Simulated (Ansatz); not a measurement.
## Electronic structure of Br···CO (SMILES [Br-].[C-]#[O+]) (charge −1) in real space

```xyz
3

Br    0.0316   -0.0133   -2.2048
C     0.4552   -0.1919    1.6699
O    -0.5093    0.2147    2.0988
```

Geometry: rigid move from PBE0-D4/def2-TZVP.

Theory: RKS PBE0-D4/def2-TZVPPD (Ansatz).

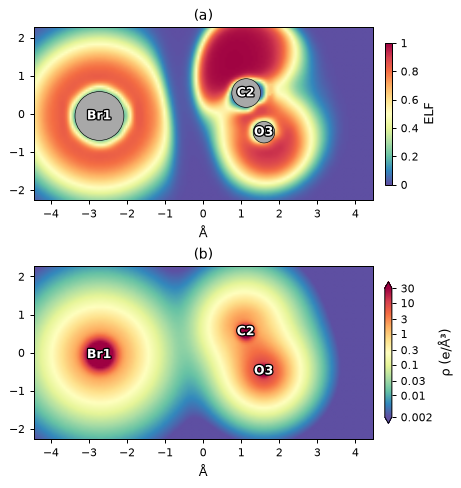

Figure 1. (a) ELF; (b) total electron density on the molecular plane. Grey discs cover the atomic cores in the ELF map.

Question: Describe what can be read from this map.

Answer:
- The plane passes through Br, C and O nuclei.
- C2···Br1 (3.90 Å): the density falls to about 0.02 e/Å³ on the way; the ELF dips to about 0 between them; a weak contact between the two molecules.
- C–O (1.13 Å): ρ is about 4.2 e/Å³ halfway; the ELF peaks at about 0.85 between the atoms: a short, multiple covalent bond.
- The ELF also peaks beside O3 and C2, away from the bonds: lone-pair regions.

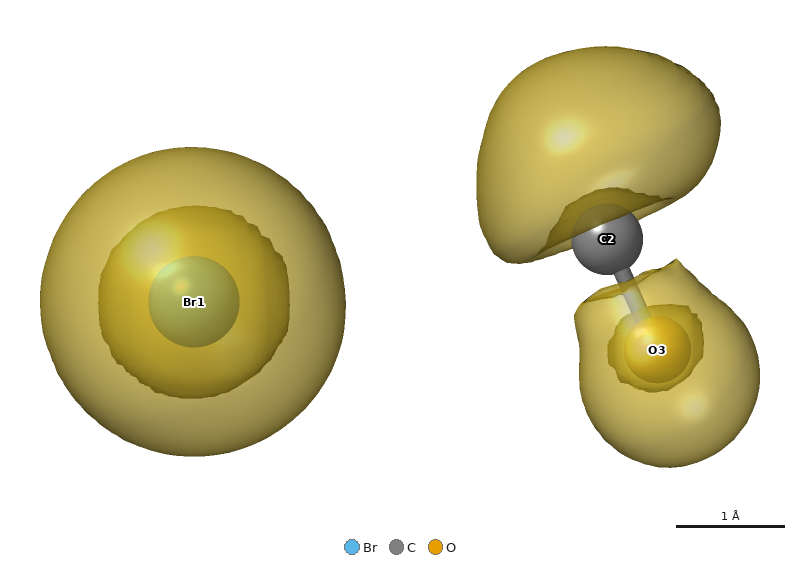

Figure 2. Isosurface of the electron localisation function at 0.75 (yellow), seen at a tilt. Core shells and regions of very low density are left out.

Question: What do the ELF domains correspond to?

Answer: At this value the surface marks out one region on O in which the atom's valence shell and bonds are merged, one lobe on C, pointing away from the bonds (lone pairs) and one region wrapped around Br (its valence shell).
